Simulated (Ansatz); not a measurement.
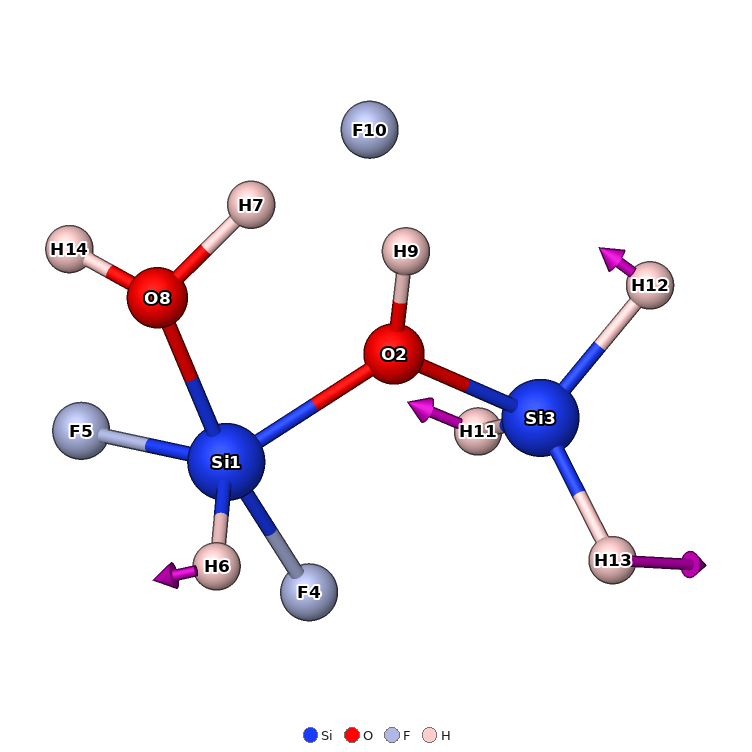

The arrows show one normal mode. Harmonic vibrations computed with RKS PBE0-D4/def2-SVP (Ansatz 0.2.0) at a stationary point of the same level. It is a saddle point of order 1.

Q: What kind of motion is it?

A: Mostly H–Si–O bending.

Q: At what wavenumber does it lie?

A: 698 cm⁻¹; it is mode 16 of 36 counted from the lowest.
